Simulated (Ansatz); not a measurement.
One crystal and one scan (scan of one atom of the cell) at two levels, PBE (plane waves to 420 eV, PAW, scalar-relativistic; Ansatz, a quantum-chemistry and plane-wave program) and PBEsol (plane waves to 420 eV, PAW, scalar-relativistic; Ansatz), each from its own relaxed cell and on its own mesh. The cell shown is that of PBE.

Starting cell, HfO2 (tetragonal-ZrO2 type, space group P4_2/nmc):

```
HfO2
1.0
    3.60482     0.00000     0.00000
    0.00000     3.60482     0.00000
    0.00000     0.00000     5.26502
Hf O
2 4
Direct
  0.00000   0.00000   0.00000
  0.50000   0.50000   0.50000
  0.00000   0.50000   0.19324
  0.00000   0.50000   0.69324
  0.50000   0.00000   0.30676
  0.50000   0.00000   0.80676
```

In this cell atom 5 (O, nearest neighbour Hf at 2.070 Å; its periodic images, 3.6 Å or more away, move with it) is moved by s towards the nearest neighbour, unit vector (0.000, -0.871, 0.492); all other atoms and the cell stay fixed.

E stands for the smeared free energy. HfO2 is run without spin polarisation. HfO2 was relaxed with its symmetry unable to fall. Spin-orbit coupling is left out, though Hf is heavy. The PAW data are Ansatz's earlier set. This is a high-temperature form of HfO2. (PBE) Left out: 2 of 11 points, with atoms too close for the PAW data. (PBEsol) Left out: 2 of 11 points, with atoms too close for the PAW data. Percentages come from the unrounded values. Both scans cover s from -0.410 to 0.246 Å.

```
quantity                                                            PBE  PBEsol     PBE − PBEsol
----------------------------------------------------------------  -----  ------  ---------------
Lattice constant a (Å)                                            3.605   3.568  +0.037 (+1.0 %)
Lattice constant c (Å)                                            5.265   5.167  +0.098 (+1.9 %)
Relaxed volume (Å³/atom)                                          11.40   10.96   +0.44 (+4.0 %)
Energy at s = 0.246 Å (meV/cell)                                    646     678     -32 (-4.7 %)
Force along the line at s = -0.410 Å (eV/Å)                       4.409   4.445  -0.036 (-0.8 %)
Force constant k = d²E/ds² at s = 0 (finite differences) (eV/Å²)  16.50   17.22   -0.72 (-4.2 %)
```

PBE gives the higher value for: lattice constant a; lattice constant c; relaxed volume. PBE gives the lower value for: energy at s = 0.246 Å; force constant k = d²E/ds² at s = 0. They agree on: force along the line at s = -0.410 Å (within 1.5 %). Both give the same symmetry of the curve: not even: the positive side lies higher at ±0.246 Å. Neither level is exact: the differences show how much the result hangs on the functional.

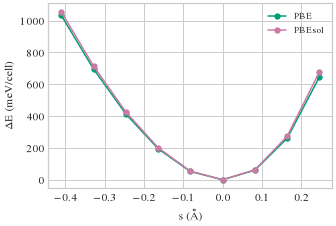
Figure. ΔE, each from the undisplaced structure of its own level.

(For displaced atoms, the force is minus the slope of the energy, and its curvature is a force constant, which sets phonon frequencies.)
